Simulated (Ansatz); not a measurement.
# CH4AlFSi: short molecular-dynamics run from a Python script

The task is a short molecular-dynamics run, for CH4AlFSi.

Program: Ansatz 0.2.0 through its Python package. Level of theory: PBE0/6-31G*. These are calculated values, not measurements.

## Step 1: The system

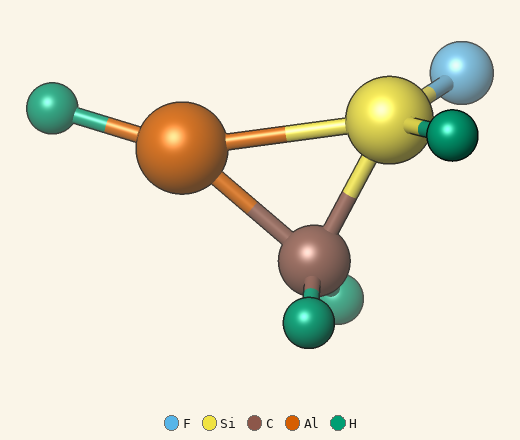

The structure that the script starts from, seen from a chosen angle (fluorine blue, silicon yellow, carbon brown, aluminium orange, hydrogen teal).

No structure file is read: the coordinates are typed or built in the script.

## Step 2: Script

Input file run_md.py:

```python
import logging
import sys

import ansatz as az
import numpy as np

logging.basicConfig(stream=sys.stdout, format="%(levelname)s %(message)s")
log = logging.getLogger("ch4alfsi")
log.setLevel(logging.INFO)

params = {
    "basis": "6-31G*",
    "functional": "pbe0",
    "n_steps": 40,
    "temperature_k": 500,
}

geometry_ang = [
    ("F", [-2.0273, 0.4802, 1.0658]),
    ("Si", [-0.3992, 0.5829, 0.9237]),
    ("C", [0.1054, 0.2757, -0.8508]),
    ("Al", [0.6797, -1.398, 0.0564]),
    ("H", [0.2708, 1.7999, 1.3861]),
    ("H", [-0.7073, 0.227, -1.5539]),
    ("H", [1.0343, 0.8861, -1.1542]),
    ("H", [1.1359, -2.9109, 0.071]),
]
ch4alfsi = az.Crystal.molecule()
for symbol, xyz in geometry_ang:
    ch4alfsi = ch4alfsi.atom(symbol, xyz)

job = (
    ch4alfsi.calculation()
    .basis(gaussian=params["basis"])
    .functional(params["functional"])
    .md("nve", timestep=0.5, steps=params["n_steps"], temperature=params["temperature_k"], initial_velocities="maxwell_boltzmann", seed=65)
)
frames = []
job.session().plan().execute(on_event=lambda e: frames.append(e["data"]) if e["event"] == "md_step" else None)
log.info("t (fs)   E_pot (eV)      E_kin (eV)   T (K)   d(0-1) (A)")
for f in frames[::1]:
    xyz = np.array(f["positions_ang"])
    log.info(f"{f['time_fs']:6.2f} {f['lagrangian_ev']:14.5f} {f['e_kin_ev']:10.5f} {f['temperature_k']:8.1f} {np.linalg.norm(xyz[0] - xyz[1]):9.4f}")
kept = np.array([f["conserved_ev"] for f in frames])
log.info(f"conserved energy moves by at most {1000 * np.ptp(kept):.3f} meV")
symbols = [site.symbol for site in ch4alfsi.cartesian_sites]
with open("last_frame.xyz", "w") as handle:
    handle.write(f"{len(symbols)}\nt = {frames[-1]['time_fs']} fs\n")
    handle.writelines("{:2s} {:10.5f} {:10.5f} {:10.5f}\n".format(s, *xyz) for s, xyz in zip(symbols, frames[-1]["positions_ang"]))
```

## Step 3: The input behind the calls

The engine receives this input:

```yaml
crystal:
  periodic: [false, false, false]
  atoms:
    - { symbol: F, position_ang: [-2.0273, 0.4802, 1.0658] }
    - { symbol: Si, position_ang: [-0.3992, 0.5829, 0.9237] }
    - { symbol: C, position_ang: [0.1054, 0.2757, -0.8508] }
    - { symbol: Al, position_ang: [0.6797, -1.398, 0.0564] }
    - { symbol: H, position_ang: [0.2708, 1.7999, 1.3861] }
    - { symbol: H, position_ang: [-0.7073, 0.227, -1.5539] }
    - { symbol: H, position_ang: [1.0343, 0.8861, -1.1542] }
    - { symbol: H, position_ang: [1.1359, -2.9109, 0.071] }
basis:
  gaussian:
    orbitals: "6-31G*"
hamiltonian:
  xc: pbe0
md:
  timestep: 0.5
  n_steps: 40
  ensemble: nve
  temperature: 500.0
  initial_velocities: maxwell_boltzmann
  seed: 65
```

## Step 4: The run

The run is started by

```
$ python run_md.py
```

Log:

```text
INFO t (fs)   E_pot (eV)      E_kin (eV)   T (K)   d(0-1) (A)
INFO   0.00   -18281.76594    0.38778    500.0    1.6375
INFO   0.50   -18281.79883    0.42039    542.0    1.6348
INFO   1.00   -18281.83299    0.45423    585.7    1.6321
INFO   1.50   -18281.86358    0.48453    624.7    1.6293
INFO   2.00   -18281.88623    0.50697    653.7    1.6266
INFO   2.50   -18281.89790    0.51855    668.6    1.6239
INFO   3.00   -18281.89745    0.51817    668.1    1.6212
INFO   3.50   -18281.88611    0.50704    653.8    1.6186
INFO   4.00   -18281.86760    0.48889    630.4    1.6160
INFO   4.50   -18281.84763    0.46931    605.1    1.6136
INFO   5.00   -18281.83231    0.45426    585.7    1.6112
INFO   5.50   -18281.82578    0.44776    577.3    1.6090
INFO   6.00   -18281.82833    0.45007    580.3    1.6069
INFO   6.50   -18281.83605    0.45738    589.7    1.6049
INFO   7.00   -18281.84257    0.46352    597.7    1.6031
INFO   7.50   -18281.84187    0.46262    596.5    1.6015
INFO   8.00   -18281.83066    0.45145    582.1    1.6000
INFO   8.50   -18281.80941    0.43046    555.0    1.5987
INFO   9.00   -18281.78190    0.40329    520.0    1.5976
INFO   9.50   -18281.75355    0.37528    483.9    1.5966
INFO  10.00   -18281.72951    0.35144    453.1    1.5959
INFO  10.50   -18281.71300    0.33496    431.9    1.5953
INFO  11.00   -18281.70463    0.32649    421.0    1.5949
INFO  11.50   -18281.70278    0.32446    418.4    1.5947
INFO  12.00   -18281.70459    0.32608    420.4    1.5946
INFO  12.50   -18281.70698    0.32831    423.3    1.5947
INFO  13.00   -18281.70742    0.32865    423.8    1.5950
INFO  13.50   -18281.70429    0.32550    419.7    1.5954
INFO  14.00   -18281.69720    0.31846    410.6    1.5960
INFO  14.50   -18281.68725    0.30868    398.0    1.5967
INFO  15.00   -18281.67720    0.29889    385.4    1.5976
INFO  15.50   -18281.67095    0.29288    377.6    1.5986
INFO  16.00   -18281.67214    0.29417    379.3    1.5997
INFO  16.50   -18281.68222    0.30412    392.1    1.6009
INFO  17.00   -18281.69915    0.32071    413.5    1.6022
INFO  17.50   -18281.71769    0.33885    436.9    1.6036
INFO  18.00   -18281.73153    0.35239    454.4    1.6051
INFO  18.50   -18281.73599    0.35679    460.0    1.6067
INFO  19.00   -18281.72999    0.35099    452.6    1.6083
INFO  19.50   -18281.71640    0.33777    435.5    1.6100
INFO  20.00   -18281.70077    0.32253    415.9    1.6117
INFO conserved energy moves by at most 1.371 meV
```

Wall time 2.8 min (1 thread of Arm Neoverse V1, shared host); peak memory 0.22 GiB.

last_frame.xyz, as written:

```xyz
8
t = 20.0 fs
F    -1.99024    0.48438    1.12505
Si   -0.39358    0.49354    0.90519
C     0.19866    0.26402   -1.01616
Al    0.61941   -1.31297    0.11147
H    -0.07018    1.86724    1.50442
H    -0.42950    0.13666   -1.86666
H     0.88667    1.16118   -1.04119
H     0.99434   -2.88881    0.04751
```

Lines on the test bed's own set-up are left out of the output.

## Step 5: The run's own record

From the engine's report, whether the script printed it or not:

| item | value |
| --- | --- |
| SCF cycles in all | 340 |
| orbitals | 76 |
| total energy (eV) | -18281.70080 |

## Step 6: Frames and traces

One row in 2:

| time (fs) | T (K) | change of potential energy (meV/atom) | change of conserved energy (meV/atom) | mean square move (Å²) |
| --- | --- | --- | --- | --- |
| 0.0 | 500 | 0.0 | 0.00 | 0.0000 |
| 1.0 | 586 | -8.4 | -0.07 | 0.0007 |
| 2.0 | 654 | -15.0 | -0.14 | 0.0031 |
| 3.0 | 668 | -16.4 | -0.14 | 0.0073 |
| 4.0 | 630 | -12.7 | -0.07 | 0.0130 |
| 5.0 | 586 | -8.3 | 0.01 | 0.0197 |
| 6.0 | 580 | -7.8 | -0.01 | 0.0266 |
| 7.0 | 598 | -9.6 | -0.11 | 0.0337 |
| 8.0 | 582 | -8.1 | -0.13 | 0.0410 |
| 9.0 | 520 | -2.0 | -0.05 | 0.0485 |
| 10.0 | 453 | 4.6 | 0.01 | 0.0559 |
| 11.0 | 421 | 7.7 | 0.00 | 0.0628 |
| 12.0 | 420 | 7.7 | -0.04 | 0.0688 |
| 13.0 | 424 | 7.3 | -0.08 | 0.0735 |
| 14.0 | 411 | 8.6 | -0.07 | 0.0767 |
| 15.0 | 385 | 11.1 | -0.02 | 0.0780 |
| 16.0 | 379 | 11.7 | 0.02 | 0.0774 |
| 17.0 | 414 | 8.3 | -0.03 | 0.0752 |
| 18.0 | 454 | 4.3 | -0.12 | 0.0718 |
| 19.0 | 453 | 4.5 | -0.10 | 0.0680 |
| 20.0 | 416 | 8.1 | -0.01 | 0.0641 |

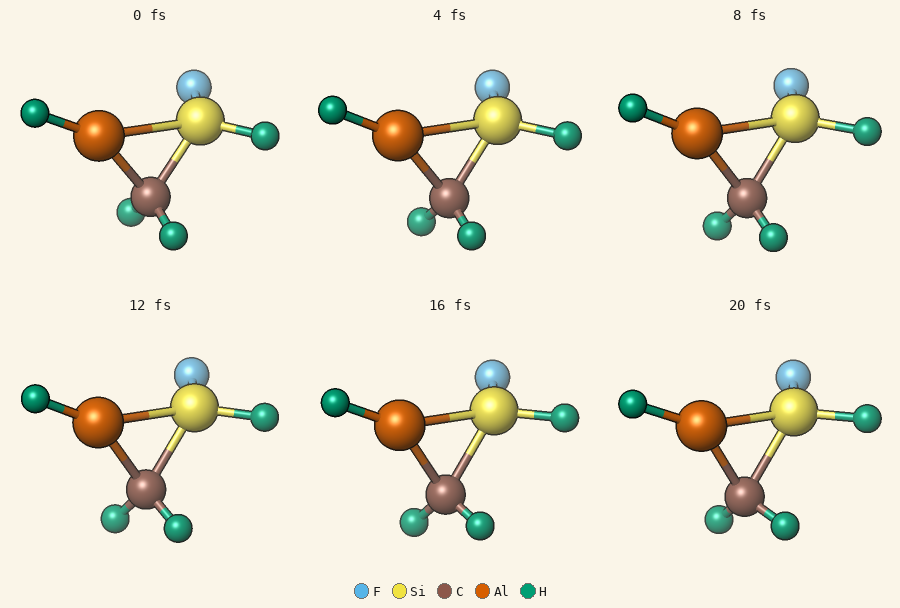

Snapshots along the run, at one scale. Sticks are drawn by distance alone, so a stretched bond can lose its stick.

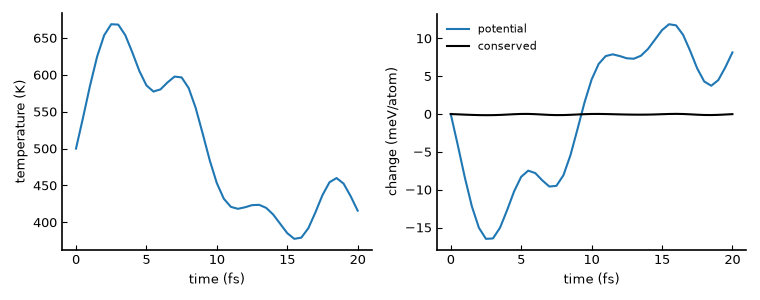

Temperature and energies against time.

Positions (Å) and forces (eV/Å) at 20.0 fs:

```xyz
8

F    -1.990    0.484    1.125   -0.640   -0.288    0.144
Si   -0.394    0.494    0.905   -0.793    1.989   -0.299
C     0.199    0.264   -1.016    0.980    0.389    2.651
Al    0.619   -1.313    0.111    1.229   -1.141   -0.781
H    -0.070    1.867    1.504    0.425   -0.653   -0.360
H    -0.430    0.137   -1.867   -0.542    0.274   -0.876
H     0.887    1.161   -1.041   -0.480   -0.945   -0.438
H     0.994   -2.889    0.048   -0.179    0.375   -0.040
```

## Step 7: Outcome

```
                              quantity            value
                          total energy   -18281.7008 eV
                         dipole moment           1.74 D
                     length of the run  40 steps, 20 fs
         mean temperature, second half            420 K
                         farthest move           0.57 Å
largest change of the conserved energy    0.15 meV/atom
```

The temperature swings between 378 and 669 K, with a mean of 420 K in the second half; 8 atoms fluctuate widely. The conserved energy stays within 0.15 meV/atom, so the time step holds. A run of 20 fs is far too short for averages. Notes:
- The trajectory is only some femtoseconds long, and gives no averages; where the script doesn't relax first, it starts from a rough generated geometry.
- The temperature counts the internal degrees of freedom alone.
